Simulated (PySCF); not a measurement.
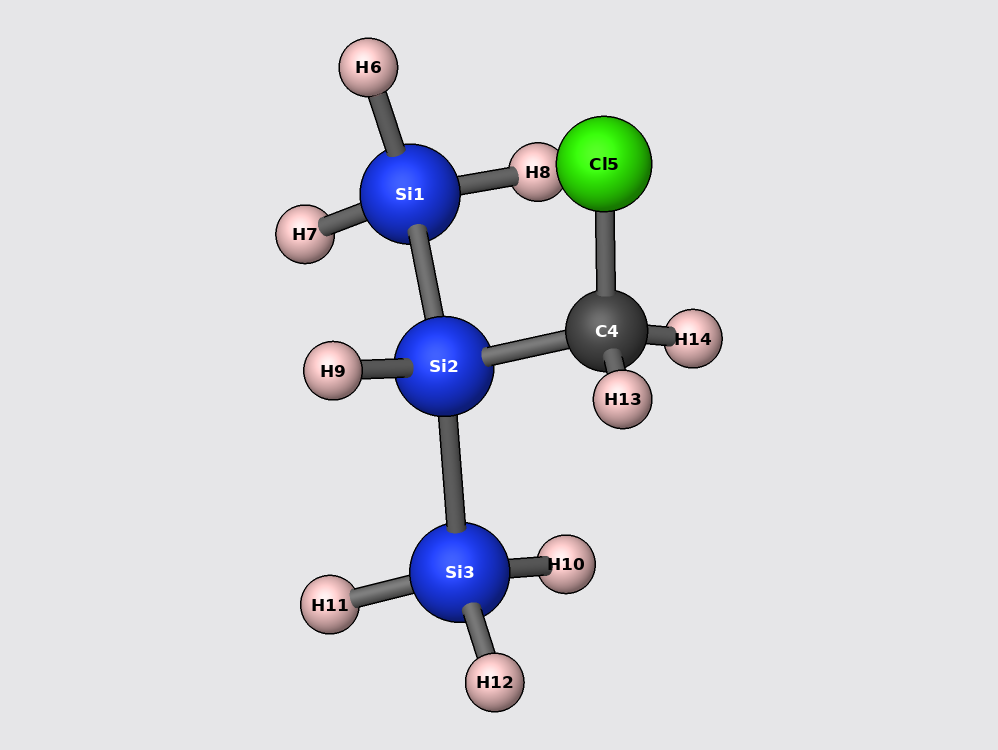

Computed geometry: PBE0-D3(BJ)/def2-SVP optimisation. No frequency run is at hand to confirm it as a minimum. Properties computed with GIAO PBE0/pcSseg-1 NMR shielding, non-relativistic, gas phase (PySCF 2.14.0). Principal shieldings σ11 ≤ σ22 ≤ σ33, span Ω = σ33 − σ11, skew κ = 3(σiso − σ22)/Ω.

Give the shielding tensors of the C atoms.

| atom | σ11 | σ22 | σ33 | σiso | Ω | κ |
| --- | --- | --- | --- | --- | --- | --- |
| C4 | 128.2 | 139.4 | 191.4 | 153.0 | 63.2 | 0.65 |

Shieldings and span in ppm.
